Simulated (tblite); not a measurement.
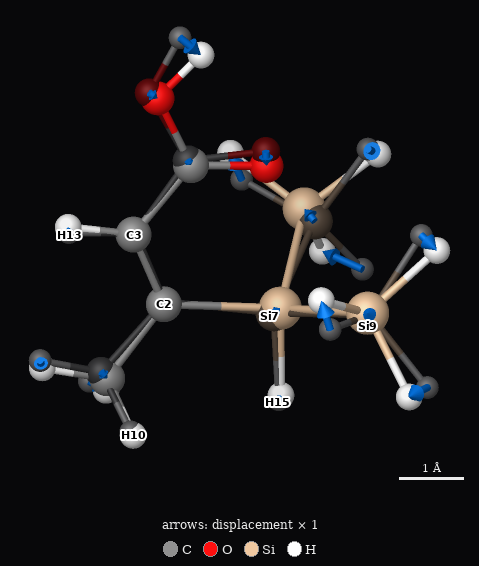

This is a relaxation of C4H12O2Si3. The starting structure is drawn faded, the final one solid; blue arrows show the displacements, at their true length. The two geometries are superimposed by the best rigid fit.

Style: ball-and-stick. Shown at a tilt.

All numbers below come from GFN2-xTB geometry optimisation, gas phase (tblite 0.8.0). 

Atoms of which element are displaced furthest, and by how much?

Hydrogen: up to 0.79 Å, against 0.27 Å for silicon.

What happened in the run?

Over 98 geometry steps the energy falls by 19.9 kcal/mol. The atom that moves furthest after the best rigid fit is an H atom (0.79 Å). By element the largest moves are H 0.79 Å, Si 0.27 Å, O 0.25 Å, C 0.15 Å. Some distances before and after: O–Si 2.809 → 2.490 Å, Si–Si 2.205 → 2.321 Å, C–Si 1.808 → 1.898 Å, Si–Si 2.232 → 2.321 Å. Bond angles that change, for instance: C–O–H 124.0° → 109.9°, Si–Si–Si 109.4° → 120.8°, C–Si–H 105.4° → 98.9°. Groups turn about Si–Si by about 25°.
